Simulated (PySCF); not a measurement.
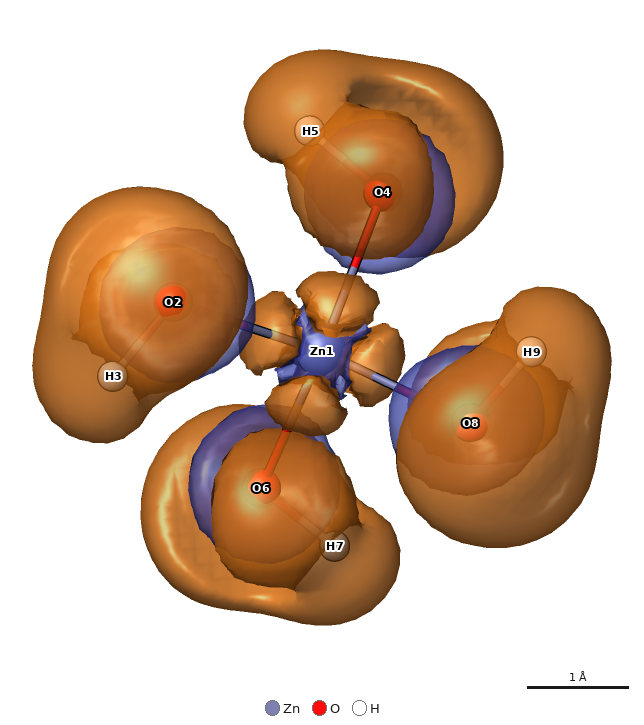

*[Zn(OH)4]2- (H4O4Zn, charge −2). Fukui function f⁻ = ρ(N) − ρ(N−1) at fixed geometry, surfaces at ±0.01 e/Å³ (orange positive, blue negative).*

Computed with PySCF, TPSSh/def2-SVPD, geometry: GFN2-xTB. The highest occupied orbitals have positive energy: in the gas phase this ion holds its electrons only through the finite basis. No frequency check shows the geometry to be a minimum. GFN2-xTB bond lengths at metals and heavier atoms can be off by up to 0.1 Å and shapes distorted, which carries into these values.

Input script:

```python
import numpy as np
from pyscf import gto, scf, dft
from pyscf.scf import atom_ks, atom_hf
from scipy.linalg import block_diag

def solve(mol, dm0=None, hcore=None):
    mf = (dft.UKS if mol.spin else dft.RKS)(mol, xc='tpssh')
    mf.grids.level = 3
    mf = mf.density_fit(auxbasis='def2-universal-jkfit')
    mf.conv_tol, mf.max_cycle = 1e-8, 80
    if hcore is not None:
        mf.get_hcore = lambda *args: hcore
    mf.kernel(dm0)
    if not mf.converged:
        mf = mf.newton().run(mf.mo_coeff, mf.mo_occ, max_cycle=30)
    assert mf.converged, 'SCF not converged'
    return mf

mol = gto.M(atom='''
Zn     0.00038     0.00021     0.00007
O     -1.44626     0.69648     1.04459
H     -2.09481     0.00588     1.19131
O      0.69707     1.44459    -1.04408
H      0.00485     2.08906    -1.19645
O     -0.69770    -1.44493    -1.04408
H     -0.00549    -2.08940    -1.19645
O      1.44563    -0.69682     1.04458
H      2.09417    -0.00623     1.19131
''', basis='def2-svpd', charge=-2, spin=0, verbose=4)
mf = solve(mol)
out = dict(e0=mf.e_tot, dm0=mf.make_rdm1(), c=mf.mo_coeff, occ=mf.mo_occ, eps=mf.mo_energy)
for name, dq, spin in [('cation', 1, 1)]:
    ion = mol.copy().set(charge=mol.charge + dq, spin=spin).build()
    mi = solve(ion)
    if spin and dq > 0 and mol.nao < 130:
        c, _, stable, _ = mi.stability(return_status=True)
        if not stable:
            mi = solve(ion, mi.make_rdm1(c, mi.mo_occ))
    print(name, 'vertical energy change / eV', (mi.e_tot - mf.e_tot) * 27.211386)
    out.update({'e_' + name: mi.e_tot, 'dm_' + name: mi.make_rdm1(), 's2_' + name: mi.spin_square()[0], 'eps_' + name: mi.mo_energy, 'occ_' + name: mi.mo_occ})
# spherically averaged free atoms, for the promolecule
atm = atom_ks.get_atm_nrks(mol, xc='tpssh')
pro = block_diag(*[(atm[a[0]][2] * atm[a[0]][3]) @ atm[a[0]][2].T for a in mol._atom])
np.savez('result.npz', pro=pro, **out)
```

Command:

```sh
OMP_NUM_THREADS=1 python input.py
```

The run took 4.4 min on 1 thread of Intel(R) Xeon(R) Processor @ 2.50GHz (Skylake/Cascade Lake), on a shared host, peak memory 0.77 GiB.

Partitions, critical points and surface values were worked out afterwards from this run's density.

Question: Which atoms respond most to the removal of an electron?

Answer: f⁻ (Hirshfeld-condensed) is largest on Zn1 (0.15) and O2, O4, O6 and O8 (0.14 each); the vertical detachment energy is −1.45 eV (the stability of the anion's solution wasn't checked). Condensed values hint at sites of electrophilic attack but needn't mark the atom that reacts. Shares this close don't rank the sites. Orbital relaxation makes it negative in places (0.21 e in all).

| atom | f⁻ | charge |
| --- | --- | --- |
| Zn1 | +0.15 | +0.25 |
| O2 | +0.14 | −0.57 |
| H3 | +0.07 | +0.01 |
| O4 | +0.14 | −0.57 |
| H5 | +0.07 | +0.01 |
| O6 | +0.14 | −0.57 |
| H7 | +0.07 | +0.01 |
| O8 | +0.14 | −0.57 |
| H9 | +0.07 | +0.01 |
